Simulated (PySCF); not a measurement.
# SiH2Cl2 (SMILES Cl[SiH2]Cl): CCSDT(Q)/STO-6G

What is the energy change on altering one bond length of SiH2Cl2 at CCSDT(Q)/STO-6G? 

The calculation is run with PySCF 2.14.0.

11 further runs of the same task are left out: 11 set aside as unsound or not needed.

**1. The structure to begin with**

SiH2Cl2 has 5 atoms, charge 0, and is taken as a singlet. SMILES: `Cl[SiH2]Cl`. The coordinates come from a PBE0-D4/def2-TZVP relaxation.

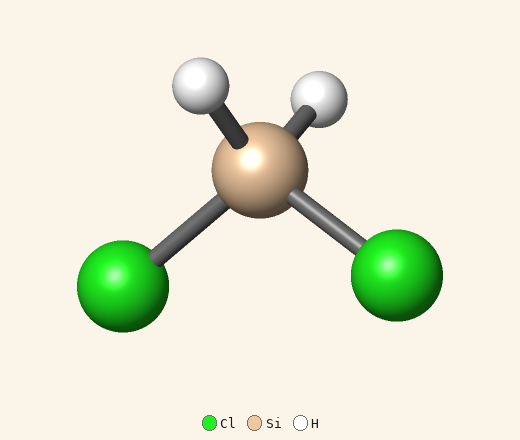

The structure, seen from a chosen angle (chlorine green, silicon light orange, hydrogen white).

**2. A single-point energy at CCSDT(Q)/STO-6G**

File calc.py:

```python
from pyscf import gto, cc

mol = gto.M(
    atom='''
Cl    -1.036100    -0.393400     1.609300
Si     0.136800    -0.071700    -0.028900
Cl    -0.799200     1.196800    -1.324000
H      0.352000    -1.362200    -0.711200
H      1.396500     0.556600     0.413400
''',
    verbose=3,
    basis='sto-6g',
    spin=0,
    max_memory=1860,
    charge=0,
)

mf = mol.RHF()
mf.conv_tol = 1e-10
mf.kernel()
if not mf.converged:
    mf = mf.newton().run(mf.mo_coeff, mf.mo_occ)

mycc = cc.CCSDT(mf, frozen=15)
mycc.kernel()
e_bracket, e_q = mycc.ccsdt_q()
e_final = mycc.e_tot + e_q
print('E = %.10f Eh' % e_final)
```

The run is started by

```console
OMP_NUM_THREADS=1 python calc.py
```

The program printed:

```text
converged SCF energy = -1205.13599835783
_make_eris_incore_RCCSDT

WARN: A large `blksize` is being used, which may cause large memory consumption
      for storing contraction intermediates. If memory is sufficient, consider using
      `pyscf.cc.rccsdt_highm.RCCSDT` instead.

RCCSDT converged
E(RCCSDT) = -1205.200253597017   E_corr = -0.06425523919100258
E_corr(same-spin) = -0.00379439520412013
E_corr(oppo-spin) = -0.0604608439868825
_make_eris_incore_RCCSDT
E = -1205.2002564290 Eh
```

It took 3.3 s on 1 thread of Arm Neoverse V2, shared host; peak memory 0.12 GiB.

**3. The distorted shape at the same level**

File job.py:

```python
from pyscf import gto, cc

mol = gto.Mole()
mol.atom = '''
Cl      -0.287293      -1.408209       2.645390
Si       0.885607      -1.086509       1.007190
Cl      -0.799200       1.196800      -1.324000
H        1.100807      -2.377009       0.324890
H        2.145307      -0.458209       1.449490
'''
mol.basis = 'sto-6g'
mol.verbose = 3
mol.max_memory = 1860
mol.spin = 0
mol.build()

mf = mol.RHF()
mf.conv_tol = 1e-10
mf.kernel()
if not mf.converged:
    mf = mf.newton().run(mf.mo_coeff, mf.mo_occ)

mycc = cc.CCSDT(mf, frozen=15)
mycc.kernel()
e_bracket, e_q = mycc.ccsdt_q()
e_final = mycc.e_tot + e_q
print('Final energy', e_final)
```

The run is started by

```console
OMP_NUM_THREADS=1 python job.py
```

The program printed:

```text
converged SCF energy = -1204.8989622395
_make_eris_incore_RCCSDT

WARN: A large `blksize` is being used, which may cause large memory consumption
      for storing contraction intermediates. If memory is sufficient, consider using
      `pyscf.cc.rccsdt_highm.RCCSDT` instead.

RCCSDT converged
E(RCCSDT) = -1205.045941806814   E_corr = -0.1469795673105605
E_corr(same-spin) = -0.00354374916640991
E_corr(oppo-spin) = -0.143435818144151
_make_eris_incore_RCCSDT
Final energy -1205.0454607627921
```

Wall time 3.9 s (1 thread of Arm Neoverse V2, shared host); peak memory 0.12 GiB.

**4. Results**

Level: CCSDT(Q)/STO-6G, 15 core orbitals frozen.

| quantity | value |
| --- | --- |
| first shape: total energy | -1205.20026 Eh |
| first shape: dipole moment (Hartree–Fock density) | 2.96 D |
| first shape: HOMO energy (Hartree–Fock orbitals) | -10.81 eV |
| first shape: LUMO energy (Hartree–Fock orbitals) | 7.92 eV |
| first shape: HOMO–LUMO gap (Hartree–Fock orbitals) | 18.73 eV |
| first shape: correlation energy (15 core orbitals frozen) | -64.3 mEh |
| first shape: T1 diagnostic | 0.005 |
| distorted shape: total energy | -1205.04546 Eh |
| distorted shape: dipole moment (Hartree–Fock density) | 7.78 D |
| distorted shape: HOMO energy (Hartree–Fock orbitals) | -6.18 eV |
| distorted shape: LUMO energy (Hartree–Fock orbitals) | -0.48 eV |
| distorted shape: HOMO–LUMO gap (Hartree–Fock orbitals) | 5.71 eV |
| distorted shape: correlation energy (15 core orbitals frozen) | -146.5 mEh |
| distorted shape: T1 diagnostic | 0.089 |
| energy change with the Si2–Cl3 bond stretched from 2.040 to 3.672 Å | 4.212 eV |

In words: With the Si2–Cl3 bond stretched from 2.040 to 3.672 Å the energy rises by 4.21 eV (406 kJ/mol). The first shape isn't relaxed at this level, so the change isn't measured from a minimum. The minimal basis adds a large error of its own. Mulliken charges (first shape) of the mean-field density run from -0.36 on Cl1 to +0.93 on Si2. The T1 diagnostic (distorted shape) of 0.089 is above the customary mark for such species, so a single reference may not serve. Mulliken charges (distorted shape) of the mean-field density run from -0.51 on Cl3 to +0.93 on Si2.
